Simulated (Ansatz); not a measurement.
The starting structures come from a database of crystals and need not be the phases stable at ambient conditions.

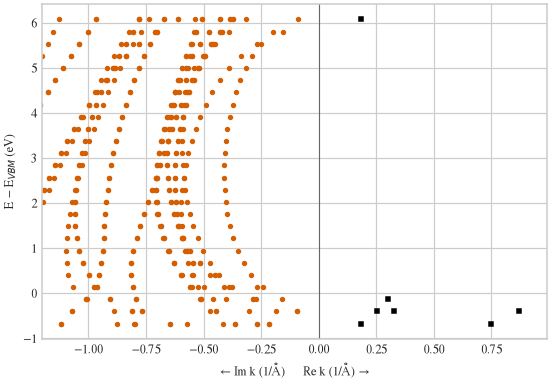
Complex bands at the centre of the two-dimensional zone; r2SCAN run with Ansatz (a program for electronic structure)

The gap is the functional's own, uncorrected, and κ follows it; spin-orbit coupling is left out. Mid-gap values are interpolated between the computed energies.

Q: This is CaCl₂ (P4_2/mnm, rutile, not sure to be the ambient phase, 6 atoms a cell, 28.6 Å³ an atom) along the normal of (111). Read off the slowest decay at the centre of the two-dimensional zone at 2.83 eV, the computed energy nearest the middle of the gap.

A: κ ≈ 0.41 1/Å, a decay length 1/(2κ) of the density of 1.2 Å.
